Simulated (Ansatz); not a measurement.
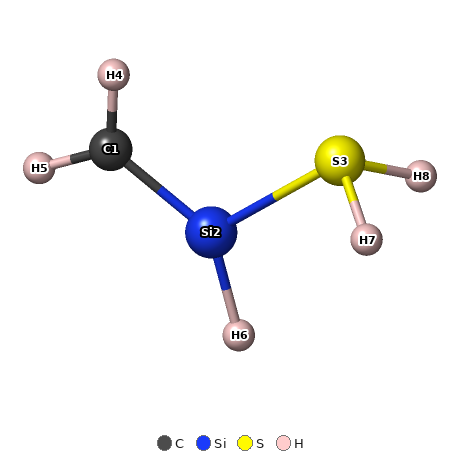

Relaxed scan of the stretch S3–H8 in CH₅SSi⁺, SMILES C=[SiH][SH2+]. The Ansatz code, def2-TZVPP, cores frozen in correlated methods. A stretch is scanned from the minimum (PBE0-D4/def2-TZVP); energies less that of the minimum at the same level. The other coordinates were relaxed with PBE0-D4, and all methods use those geometries. Straight lines join the computed points.

Methods: B3LYP-D4, HF, CCSD(T) and CCSD.

### How far can the coupled-cluster curve be trusted along the scan?

The calculation's T1 diagnostic reaches at most 0.014 (at 1.63 Å), under the customary mark of 0.02, so it gives no sign of multireference character.

### What values does the calculation give?

In eV:
```
distance S3–H8 (Å)  B3LYP-D4      HF  CCSD(T)   CCSD
              1.22     0.284   0.230    0.270  0.262
              1.25     0.169   0.124    0.157  0.151
              1.29     0.063   0.033    0.055  0.051
              1.33     0.005  −0.005    0.003  0.001
              1.38     0.010   0.025    0.014  0.016
              1.44     0.078   0.125    0.090  0.096
              1.50     0.201   0.286    0.221  0.233
              1.56     0.369   0.500    0.400  0.418
              1.63     0.574   0.758    0.615  0.641
```

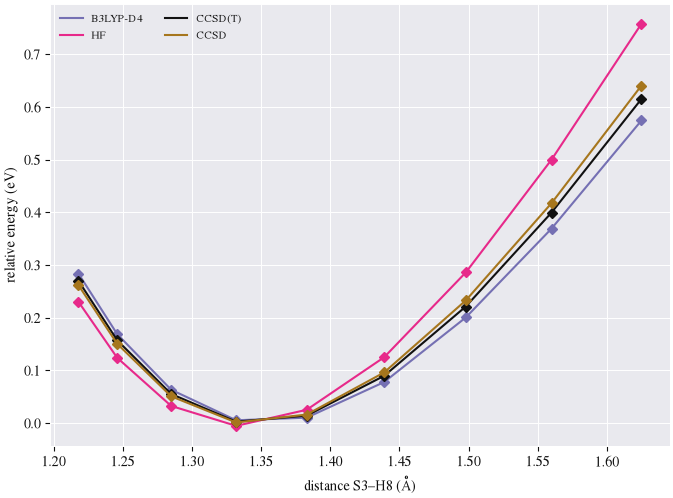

Note: restricted reference unstable towards unrestricted.
